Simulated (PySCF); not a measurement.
# Run report: Al12N13H13, excited-state calculation

The run: excited-state calculation of Al12N13H13. Method and program: TDDFT PBE0/def2-SVP, vertical, gas phase, core orbitals frozen in the response, virtual orbitals cut by energy (PySCF 2.14.0).

The geometry comes from this level: GFN2-xTB.

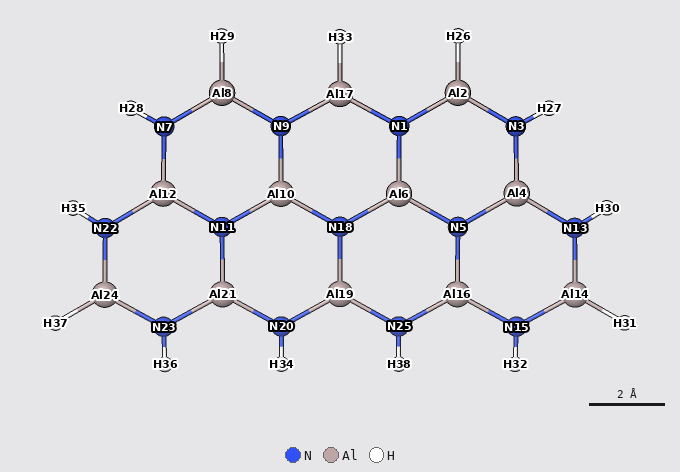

Fig. 1: The structure (ball-and-stick view, seen on its broad side; atoms are numbered from 1 in the order of the input). Sticks mark near contacts.

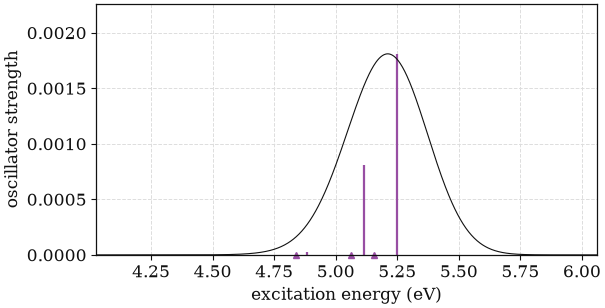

Fig. 2: Computed excitations as sticks (degenerate states added up, dark ones marked on the axis), with a Gaussian envelope of 0.35 eV full width at half maximum, scaled to the tallest. Of the 6 states the lowest lies at 4.84 eV (f = 0.000); the strongest line is at 5.25 eV, or 236 nm (f = 0.002).

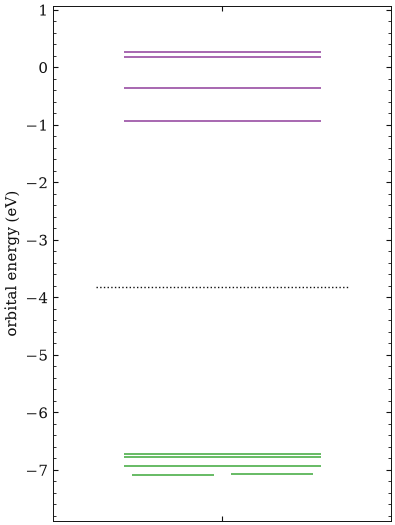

Fig. 3: Orbital energies near the frontier; the dotted line parts filled from empty levels, and levels within 0.02 eV of each other stand side by side. Highest filled −6.71 eV, lowest empty −0.94 eV, 5.77 eV apart.

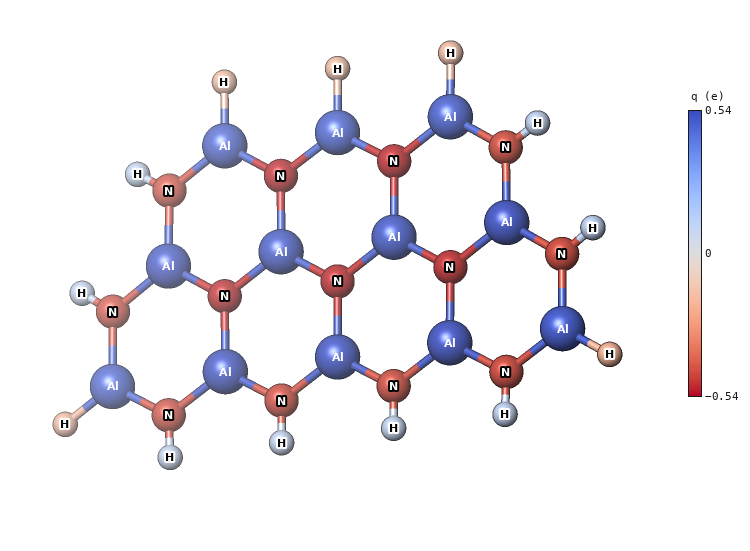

Fig. 4: Hirshfeld charges, as the colour of each atom (ball-and-stick view, seen at a tilt). By element: N −0.50 to −0.44, Al +0.48 to +0.52 and H −0.18 to +0.10 e.

These pictures come from the run below.

Input
```
{"job": {"kind": "uv", "basis": "def2-SVP", "grid": 1, "kgrid": 0, "vcut": 1.5, "nstates": 6, "ntriplets": 2, "tda": false, "delta": ["ip_vertical"], "pop": true, "xc": "PBE0"}, "charge": 0, "multiplicity": 1}
N     -1.587157     2.504630    -0.002539
Al    -3.159024     3.402906     0.000343
N     -4.710378     2.494593    -0.001569
Al    -4.736324     0.685657     0.002305
N     -3.160442    -0.216571     0.000491
Al    -1.581327     0.680278    -0.000195
N      4.709412     2.494248     0.000780
Al     3.158442     3.402911    -0.001013
N      1.586685     2.504516     0.000140
Al     1.581589     0.680108    -0.000163
N      3.160484    -0.216841     0.000622
Al     4.736238     0.685511    -0.000406
N     -6.288582    -0.243628     0.001356
Al    -6.302270    -2.040985     0.001017
N     -4.728031    -2.908238     0.000645
Al    -3.143398    -2.031919     0.000079
Al    -0.000195     3.371690    -0.001485
N      0.000071    -0.210602     0.000535
Al    -0.000485    -2.025831     0.000413
N      1.571151    -2.901382     0.002827
Al     3.142906    -2.032145     0.000758
N      6.288655    -0.243517    -0.001765
N      4.727579    -2.908255    -0.001009
Al     6.301760    -2.040837    -0.001783
N     -1.571975    -2.901684    -0.000312
H     -3.166927     4.933908     0.000282
H     -5.602449     2.982588    -0.002424
H      5.600648     2.983676    -0.000757
H      3.168772     4.933721    -0.001203
H     -7.150705     0.295928     0.002263
H     -7.624847    -2.806999    -0.001939
H     -4.690153    -3.924508     0.000647
H     -0.000040     4.910966    -0.001478
H      1.569068    -3.916743     0.004193
H      7.151117     0.295502    -0.001379
H      4.690342    -3.924538     0.002689
H      7.624145    -2.807075    -0.003740
H     -1.570558    -3.917047     0.000752
```

The first line tells a small driver script what to run in PySCF; the rest is the geometry in Å.

Launch command:
```bash
OMP_NUM_THREADS=2 python <driver script> task.json out
```

The program's output
```
start: PBE on a coarse grid of 39514 points
cycle   1  E = -3624.1562446279  dE =  2.939e+00  |g| = 2.330e+00  |ddm| = 7.594e+00
cycle   2  E = -3618.2432980152  dE =  5.913e+00  |g| = 5.063e+00  |ddm| = 7.401e+00
cycle   3  E = -3625.3478019698  dE = -7.105e+00  |g| = 4.461e-01  |ddm| = 6.099e+00
cycle   4  E = -3625.3825306430  dE = -3.473e-02  |g| = 3.968e-01  |ddm| = 1.026e+00
cycle   5  E = -3625.4192586460  dE = -3.673e-02  |g| = 1.324e-01  |ddm| = 4.228e-01
cycle   6  E = -3625.4243439732  dE = -5.085e-03  |g| = 2.913e-02  |ddm| = 1.695e-01
cycle   7  E = -3625.4244892449  dE = -1.453e-04  |g| = 1.670e-02  |ddm| = 3.674e-02
cycle   8  E = -3625.4245600363  dE = -7.079e-05  |g| = 3.742e-03  |ddm| = 1.601e-02
final grid: 162950 points
cycle   9  E = -3626.3459178810  dE = -1.982e-02  |g| = 2.857e-02  |ddm| = 5.248e-01
cycle  10  E = -3626.3460136727  dE = -9.579e-05  |g| = 2.321e-02  |ddm| = 6.014e-02
cycle  11  E = -3626.3461106630  dE = -9.699e-05  |g| = 1.244e-02  |ddm| = 2.877e-02
cycle  12  E = -3626.3461486209  dE = -3.796e-05  |g| = 2.484e-03  |ddm| = 1.037e-02
cycle  13  E = -3626.3461508732  dE = -2.252e-06  |g| = 1.156e-03  |ddm| = 2.944e-03
cycle  14  E = -3626.3461497497  dE =  1.123e-06  |g| = 2.442e-04  |ddm| = 1.076e-03
cycle  15  E = -3626.3461486727  dE =  1.077e-06  |g| = 8.370e-05  |ddm| = 2.920e-04
converged SCF energy = -3626.3461486727
Vertical ionisation energy (delta-SCF) = 7.7721 eV   <S^2> = 0.761

Static polarisability (au): isotropic 330.547, principal 203.155 354.487 433.999

Singlet excitations
state   eV       nm        f      main configurations
  1   4.8402    256.2   0.00000   H->L 0.80
  2   4.8831    253.9   0.00003   H-1->L 0.75, H-3->L 0.10
  3   5.0608    245.0   0.00000   H-2->L 0.74, H-1->L+1 0.13
  4   5.1137    242.5   0.00081   H-3->L 0.64, H->L+1 0.18
  5   5.1550    240.5   0.00000   H-4->L 0.80
  6   5.2479    236.3   0.00181   H-5->L 0.67, H-2->L+1 0.11

Triplet excitations (Tamm-Dancoff, eV): 4.6844 4.7102
```

Key numbers

| quantity | value |
| --- | --- |
| outcome | converged |
| total energy | −3626.346149 hartree |
| HOMO | −6.72 eV |
| LUMO | −0.94 eV |
| dipole moment | 2.76 D |
| mean polarisability | 330.55 a.u. |
| vertical ionisation energy | 7.77 eV |
| lowest singlet excitation | 4.84 eV |
| hardware | 2 CPU threads, shared host |
| wall time | 3.6 min (CPU time 6.9 min) |
| peak memory | 1.7 GiB |
